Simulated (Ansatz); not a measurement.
# CH$_{9}$InSi$_{2}$ (SMILES [SiH3][SiH2][CH2][InH2]): what the fields show

```xyz
13

Si   -1.8416   -0.3032    0.1221
Si    0.2103   -1.4297    0.0535
C     1.4645   -0.1299    0.4944
In    0.9065    1.7206   -0.5184
H    -1.5276    1.0414   -0.5004
H    -2.3082    0.0042    1.5009
H    -2.9671   -0.8736   -0.6625
H     0.1952   -2.6450    0.9188
H     0.4035   -1.8766   -1.3553
H     1.4788    0.0603    1.5698
H     2.4664   -0.4353    0.1809
H     0.9557    1.7535   -2.2421
H     0.5638    3.1132    0.4383
```

Geometry: PBE0-D4/def2-TZVP; core potentials replace the inner electrons of In.

These are results of RKS PBE0-D4/def2-TZVPP in Ansatz, not measurements.

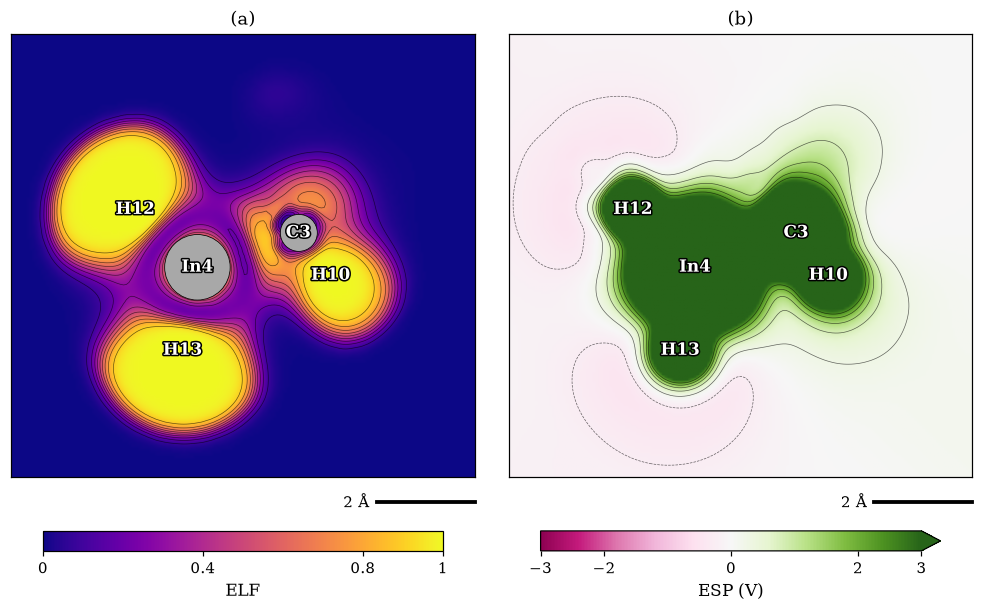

Figure 1. (a) electron localisation function; (b) molecular electrostatic potential on the plane of atoms C3, In4 and H12. Grey discs cover the atomic cores in the ELF map.

What does the map show?

Atoms in the plane: C, In and H.
C–In (2.18 Å): the ELF peaks at about 0.90 in the valence shell of C, 0.7 Å from its nucleus, and drops to about 0.20 between the two atoms.
C–H (1.09 Å): the ELF climbs to about 1 towards the hydrogen, as it does in any bond to H: an ordinary covalent bond to hydrogen.
In–H (1.72 Å): the ELF climbs to about 1 towards the hydrogen.
Outside the dense part of the molecule the potential is most negative (−0.5 V) near H12.

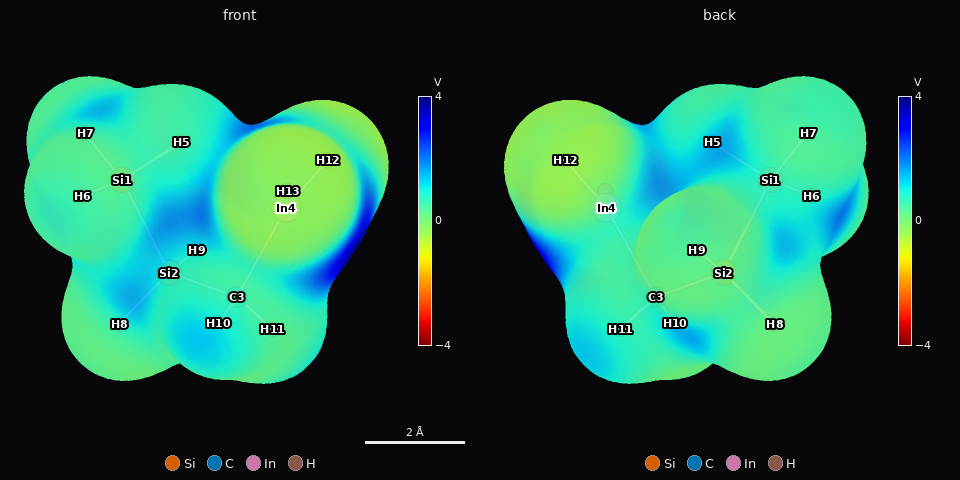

Figure 2. The electrostatic potential painted on the density surface at 0.004 e/bohr³, seen from the front and from behind; the colour scale runs from red (negative) to blue (positive).

Which sites attract a positive test charge, and which a negative one?

A positive charge is drawn to the negative regions and a negative charge to the positive ones. The most negative region (about −0.4 V, or −9 kcal/mol for a unit charge) lies over H12 and H13, the most positive (about +3.6 V, or +83 kcal/mol for a unit charge) over In4.

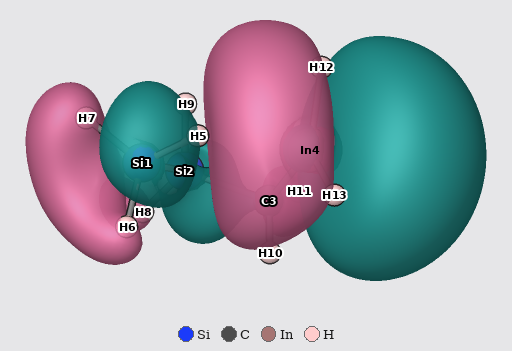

Figure 3. One frontier orbital at ±0.04 Å⁻³ᐟ² (teal and pink are the two phases), seen from one side.

Which orbital is it: HOMO or LUMO?

The LUMO, at −1.32 eV. It lies mainly on In4 (about 65 %) and Si1 (about 10 %).

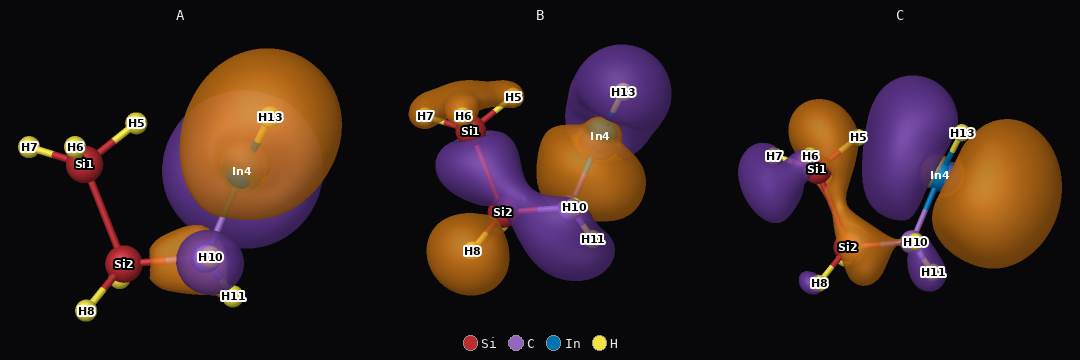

Figure 4. Three frontier orbitals at ±0.05 Å⁻³ᐟ² (orange and purple are the two phases), in no order.

Order the three orbitals by energy and name them.

A is the HOMO−1 (−8.02 eV). It lies mainly on In4 (about 40 %), H12 (about 30 %) and H13 (about 25 %). B is the HOMO (−7.38 eV). Its weight (Hirshfeld) is mainly on C3 (about 30 %), In4 (about 20 %), Si2 (about 10 %), H13 (about 10 %), H8 (about 5 %) and Si1 (about 5 %). C is the LUMO (−1.32 eV). Its weight (Hirshfeld) is mainly on In4 (about 65 %) and Si1 (about 10 %).

What is the HOMO–LUMO gap?

6.06 eV between the orbital energies.
